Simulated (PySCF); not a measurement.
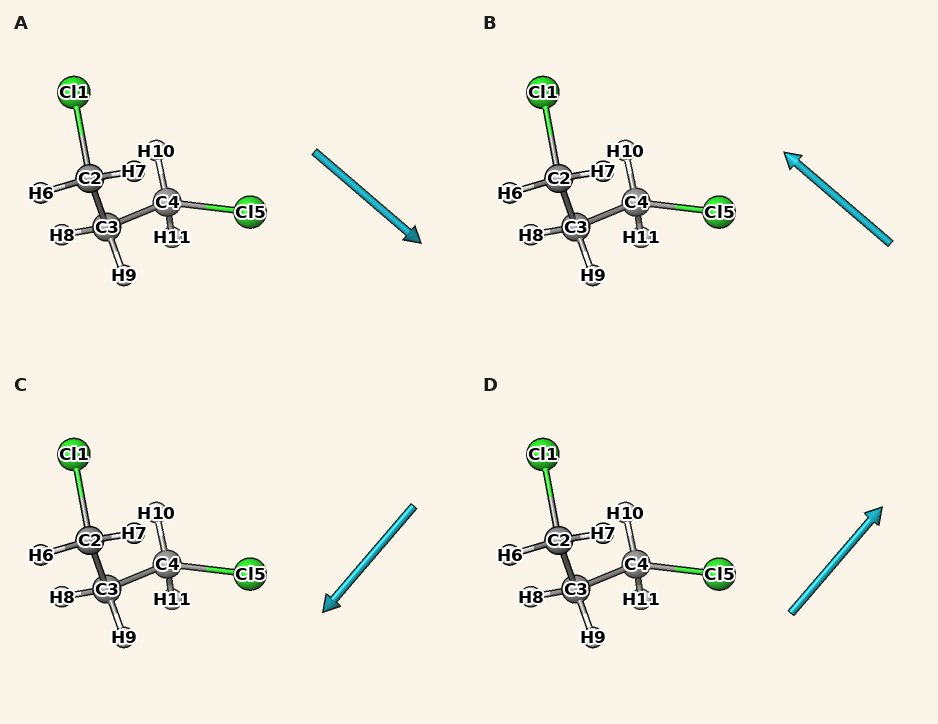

The same molecule four times, each with an arrow. Geometry: a frame of a GFN2-xTB molecular-dynamics simulation, not a minimum. Level of theory: PBE0/pcSseg-1, gas phase (PySCF 2.14.0).

> Which arrow points along the dipole moment, from the negative to the positive end?

C. The dipole moment is 2.56 D; it points from the side of Cl5 to the side of H8 (the outermost atoms at the two ends).
